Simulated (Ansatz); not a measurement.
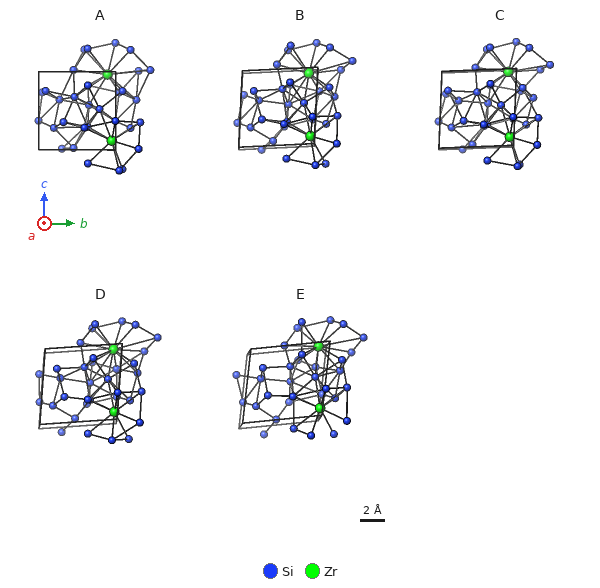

5 geometries from one relaxation of an amorphous cell of composition ZrSi₇ (coarse preliminary run), in shuffled order. A ball-and-stick model of the cell of the calculation, reduced to other axes, seen along the a axis. Lengths and directions refer to the drawn axes.

Case: the quenched liquid.

Computed with DFT PBE, scalar-relativistic, plane waves, PAW (Ansatz). Set-up: plane-wave cutoff 420 eV; k-point mesh 2 × 2 × 2; occupations gaussian; smearing width 0.1 eV; mesh shifted by (0.5, 0.5, 0.5); no spin polarisation; cell and atoms relaxed; force threshold 0.04 eV/Å; at most 70 steps.

**Order the frames from highest to lowest energy.**

A, C, B, D, E. They are steps 0, 5, 15, 22, 32, at +136 meV per atom, +64.9 meV per atom, +47.6 meV per atom, +35.5 meV per atom relative to the last. The largest move relative to the cell is that of a Si atom, 1.21 Å along [2 −3 0]. By element the largest moves are Si 1.21 Å, Zr 0.79 Å. Cell: a 6.389 → 6.686 Å (+4.6 %), b 6.442 → 6.698 Å (+4.0 %), c 6.560 → 6.318 Å (−3.7 %), α 90.0° → 77.3°, β 86.3° → 77.3°, γ 87.2° → 81.4°. Volume −0.5 %. Near-neighbour distances that change, for instance: Si–Si 4.416 → 2.861 Å, Si–Zr 3.119 → 4.608 Å, Si–Si 4.043 → 2.575 Å, Si–Zr 4.331 → 2.969 Å. Bond angles that change, for instance: Si–Si–Si 151.2° → 98.0°, Si–Si–Zr 71.2° → 121.0°, Si–Si–Si 114.8° → 66.0°. Over 26 accepted moves (32 points after the start) the energy falls by 136 meV per atom. The largest force component goes from 1.2 to 0.032 eV/Å. The pressure goes from 0.29 to 0.12 GPa. The line search rejected the trial steps at points 9, 11, 20, 27, 30 of the run. At 1 point the geometry stayed and the basis and grid were re-selected for the new cell (energy shift of 1.3 meV per atom at most each time).

Limits of the set-up: the k-point mesh is coarse for a cell with partly filled bands; the periodic images lie only 6.4 Å apart, so the values are limited by the cell's size.
